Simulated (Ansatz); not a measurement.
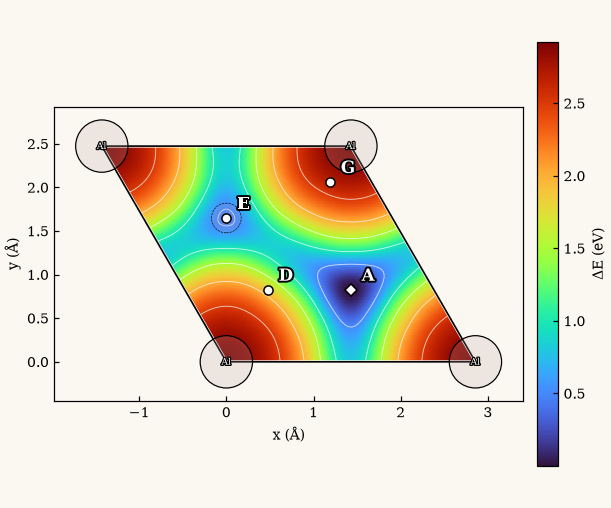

O on an Al(111) slab cut from the Fm-3m phase, its upper half relaxed before the scan (12 atoms of substrate and one adsorbate in a 2 × 2 cell). O is moved over the surface cell; relaxed at each place: the height of the adsorbate's atoms; substrate rigid; the origin of the map has the adsorbate above Al9. Places are given modulo a cell vector. The map is drawn in real space over the plane of the surface. Grid: 6 × 6 points; 10 points were computed and 26 follow by symmetry. Places are given in fractions of the 1 × 1 surface cell. Energies: eV, counted from the lowest grid point. All numbers below come from Ansatz, DFT PBE, scalar-relativistic, plane waves, PAW. Settings: cutoff 420 eV, k-mesh 6×6×1, gaussian smearing 0.1 eV, no spin polarisation.

The picture shows a smooth colour map with a few white contour lines, labelled circles for the atoms of the top layer and small ones for the second layer, the outline of one cell of the plane, lettered points. Between grid points the surface is interpolated.

> Is A the lowest point of the computed grid?

Yes. A, at a threefold hollow over a third-layer Al atom, (4/6, 2/6) of the cell vectors, has the lowest energy of the grid.

> Rank the lettered points by energy, lowest first.

A (0.00 eV), E (0.46 eV), D (1.86 eV), G (2.68 eV).

> What kind of point is each of A, D, E: minimum, saddle, maximum or slope?

A: minimum; D: on a slope; E: minimum. (In these two coordinates alone; a stationary point may lie a little off the grid point.)

PAW datasets: the set soft_1.
